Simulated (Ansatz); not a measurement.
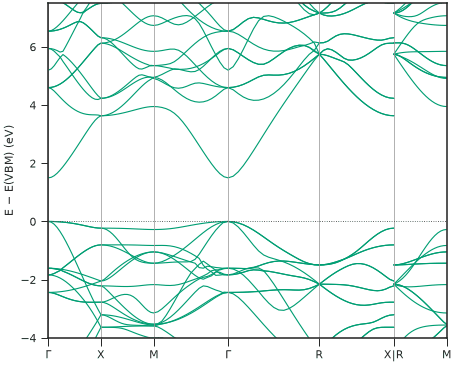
Figure: Band structure from the program Ansatz at the PBE level (PAW)

Problem. Read off the gap and where the band edges lie.

Solution. About 1.5 eV (1.50 eV by a search for the band edges); maximum at Γ, minimum at Γ.

The material is GaN in space group Pm-3n (No. 223; Ga on 6c, N on 6d).

The start of the workflow was typed in or built on a structure type; neither database checked (COD, Materials Project) lists it. It is not the phase usual at ambient conditions (space group No. 186, 216). Symmetry was held in the PBE relaxation; its stability against distortions is not shown here. Spin–orbit coupling is left out wherever it is not named.

Potentials: the later of the program's two PAW sets.
